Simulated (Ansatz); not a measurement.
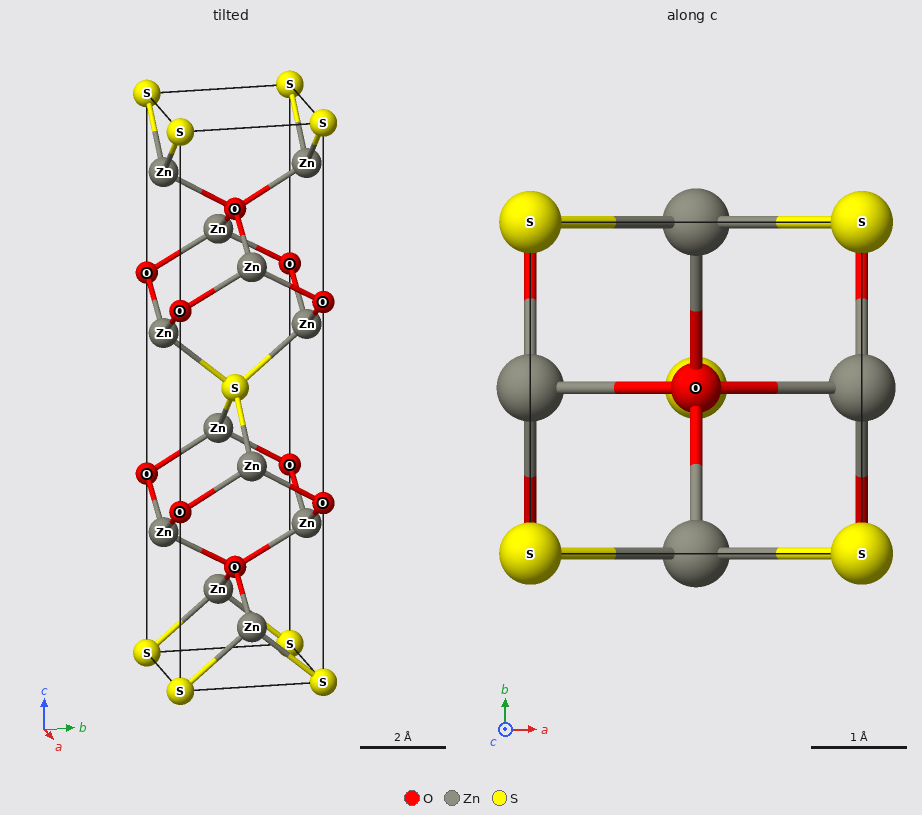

This ball-and-stick model is shown slightly off an axis and along the c axis. The lines enclose the conventional unit cell; boundary atoms appear with their images.

Zn3SO2, space group I-4m2 (No. 119), a = 3.489 Å, b = 3.489 Å, c = 13.793 Å, α = 90.00°, β = 90.00°, γ = 90.00°. It goes back to a structure type filled with these elements by a generator (whether the compound takes this form wasn't checked). Earlier steps of the study may have refined or changed the cell and positions. A calculation with Ansatz used it as input.

This one geometry was computed with Ansatz (DFT, plane waves, PAW) at four levels of theory: HSE06, PBE, r2SCAN and PBE0. It was relaxed beforehand with r2SCAN.

Which level gives the highest pressure at this volume, and what does that say about its equilibrium volume?

Highest: PBE (4.4 GPa), which points to the largest equilibrium volume. Lowest, with the smallest volume: r2SCAN (0.0 GPa). Levels within 0.5 GPa of each other can't be told apart.

How does the band gap change with the level of theory?

PBE: a gap of 0.56 eV, indirect; r2SCAN: a gap of 0.98 eV, indirect; HSE06: a gap of 1.75 eV, indirect; PBE0: a gap of 2.42 eV, indirect.

Collect the results in a table.

| level | cutoff (eV) | k-mesh of the run's cell | gap (eV) | pressure (GPa) |
| --- | --- | --- | --- | --- |
| HSE06 | 420 | 6×6×6 | 1.75 | 1.7 |
| PBE | 420 | 10×10×10 | 0.56 | 4.4 |
| r2SCAN | 500 | 10×10×10 | 0.98 | 0.0 |
| PBE0 | 420 | 6×6×6 | 2.42 | 1.4 |

Gaps are taken on the k-mesh or band path of each run.
